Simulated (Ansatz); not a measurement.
Consider C$_{4}$H$_{8}$SSi$_{2}$ (SMILES [SiH3]c1ccc([SiH3])s1).

```xyz
15

C    -0.4417   -0.6785   -2.2980
C    -0.9281    0.1424   -1.2964
C    -0.6192   -0.3123    0.0174
C     0.1086   -1.4884    0.0424
S     0.4041   -2.0220   -1.5868
Si   -0.6265   -0.4409   -4.1488
Si    0.7141   -2.4155    1.5557
H     0.7037   -0.3093   -4.8114
H    -1.4141    0.8055   -4.3654
H    -1.3392   -1.5940   -4.7718
H    -1.4958    1.0533   -1.4987
H    -0.9264    0.2152    0.9231
H     2.2021   -2.5232    1.5628
H     0.2657   -1.6560    2.7570
H     0.1521   -3.7967    1.6026
```

Geometry: B3LYP/def2-SVP.

The calculation used isolated molecule in a Gaussian basis; Kohn-Sham density functional theory, functional PBE0 (Ansatz).

Q: What can the converged electron density and electron localisation function tell about the bonding?

A: C–C (1.38 Å): ρ is about 2.1 e/Å³ halfway; the ELF peaks at about 0.95 between the atoms, as expected for a covalent bond.
C–S (1.74 Å): the density is about 1.4 e/Å³ at the midpoint; the ELF peaks at about 0.90 between the atoms: a covalent bond.
C–Si (1.88 Å): ρ at the midpoint is about 0.93 e/Å³; the ELF peaks at about 1 between the atoms: localised, covalent bonding.
C–H (1.09 Å): ρ at the midpoint is about 2 e/Å³; the ELF climbs to about 1 towards the hydrogen, as it does in any bond to H; an ordinary covalent bond to hydrogen.

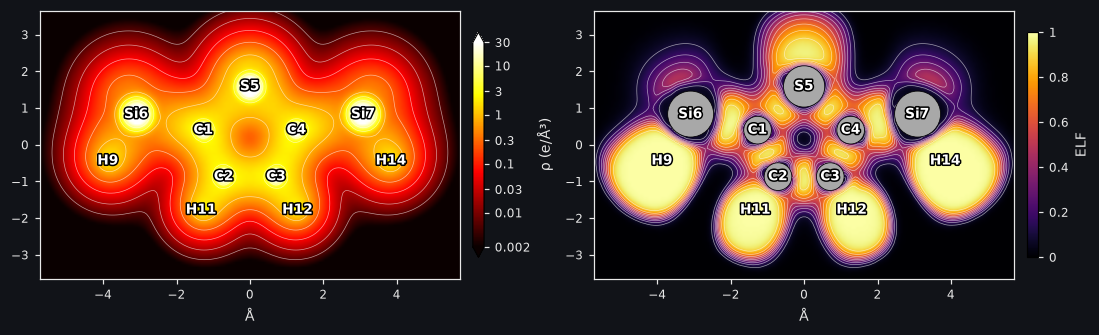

Computed electron density and electron localisation function on the plane of atoms C1, S5 and C4, in this order. Grey discs cover the atomic cores in the ELF map. 
